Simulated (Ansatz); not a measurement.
CsPbBr3 (Pm-3m): least direct gap against volume

The cell of CsPbBr3 (Pm-3m) is scaled evenly and the response computed anew at each volume, on one mesh. The atoms keep their fractional positions.

The structure is cubic, space group Pm-3m (No. 221). The conventional cell has a = 5.870 Å, b = 5.870 Å, c = 5.870 Å, α = 90.00°, β = 90.00°, γ = 90.00°. Around Pb on site b lie 6 Br at 2.94 Å. Cs on site a is surrounded by 12 Br at 4.15 Å. Br on site c has 2 Pb at 2.94 Å as nearest neighbours.

Method: Ansatz 0.2.0, r2SCAN, independent particles, k-mesh 4×4×4 with interpolation inside its cells, Gaussian parameter 0.1 eV.

Launch of the response step: `ansatz run input.yaml --threads 4 --pin off --max-ram 8192MiB --backend cpu --events-out ev --progress --plain --runs-dir out`. The series took 7.0 min in all, on 4 threads of Intel(R) Xeon(R) Processor @ 2.50GHz (Skylake/Cascade Lake), with other jobs on the host.

```
V/V₀  V (Å³, primitive cell)  least direct gap (eV)
0.94                  190.13                  1.590
0.96                  194.17                  1.697
0.98                  198.22                  1.797
1.00                  202.26                  1.889
1.02                  206.31                      ?
1.04                  210.35                  2.053
1.06                  214.40                  2.125
```

For small changes the quantity should be close to linear in ln V.

Working, on the rows shown:

| x = ln(V/V₀) | y = least direct gap |
| --- | --- |
| -0.0618754 | 1.59 |
| -0.040822 | 1.697 |
| -0.0202027 | 1.797 |
| 0 | 1.889 |
| 0.0392207 | 2.053 |
| 0.0582689 | 2.125 |

Means: x̄ = -0.0042351, ȳ = 1.8585. Σ(x − x̄)(y − ȳ) = 0.04761, Σ(x − x̄)² = 0.01073. Slope = 0.04761 / 0.01073 = 4.437; intercept = ȳ − slope · x̄ = 1.8773. The line misses the rows shown by at most 0.013 eV.

Q: Fill in the last column of the withheld row.

A: At x = 0.019803 the line gives y = 1.9652 eV. The run gave 1.974 eV, so the interpolation is off by 0.0088 eV, 1.7 % of the range in the table.

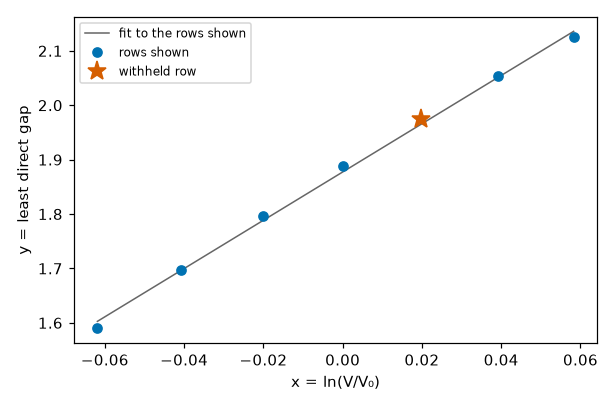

Between the rows on either side of x = 0 the slope is (1.974 − 1.797) / (0.019803 − (-0.020203)) = 4.424. That is a volume deformation potential of 4.4 eV: the least direct gap on this mesh narrows by 44 meV for each per cent of compression. Spin-orbit coupling is left out.

[Logs are printed without paths, hosts, clocks, repeated set-up lines and the standing remarks that a program may print on its own settings, such as how far it seeks lower states.]
